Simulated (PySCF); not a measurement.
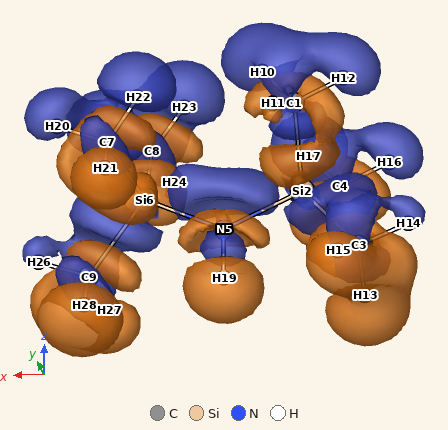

Figure. C₆H₁₉NSi₂, SMILES `C[Si](C)(C)N[Si](C)(C)C`. Change of the electron density in a uniform field of 0.51 V/Å, surfaces at ±0.003 e/Å³ (orange: gain, blue: loss).

Computed with PySCF, PBE/6-31+G*, geometry: GFN2-xTB. No frequency check shows the geometry to be a minimum. The basis has diffuse s and p functions alone, which still leaves polarisabilities too small, most of all across bonds.

Geometry (Å), atoms numbered from 1:

```
C1      -1.6363    1.2570    1.3593
Si2     -1.5899    0.0095   -0.0782
C3      -2.8066    0.5216   -1.4526
C4      -2.0586   -1.7204    0.5783
N5      -0.0006   -0.0022   -0.7934
Si6      1.5889   -0.0087   -0.0783
C7       2.0537    1.7244    0.5725
C8       1.6477   -1.2573    1.3585
C9       2.8017   -0.5231   -1.4551
H10     -0.9424    0.9701    2.1424
H11     -1.3631    2.2533    1.0271
H12     -2.6253    1.3165    1.8030
H13     -2.8109   -0.1970   -2.2662
H14     -3.8201    0.5858   -1.0709
H15     -2.5518    1.4905   -1.8697
H16     -3.0522   -1.7244    1.0164
H17     -1.3618   -2.0501    1.3417
H18     -2.0472   -2.4617   -0.2150
H19     -0.0005   -0.0141   -1.8005
H20      3.0693    1.7477    0.9560
H21      1.9825    2.4719   -0.2117
H22      1.3927    2.0319    1.3759
H23      0.9556   -0.9770    2.1458
H24      1.3798   -2.2546    1.0248
H25      2.6392   -1.3119    1.7976
H26      3.8198   -0.5644   -1.0826
H27      2.5586   -1.5031   -1.8529
H28      2.7859    0.1813   -2.2808
```

The field was applied in both directions; the picture shows the one opposite to the script's first.

Along which Cartesian direction does the field point?

Answer. Along +z: electrons gather on the −z side, against the field.

What dipole is induced, and what polarisability does it imply?

Answer. The induced dipole is 3.21 D (along the field); α along this axis, from the fields in both directions, is 126 bohr³ (18.7 Å³).
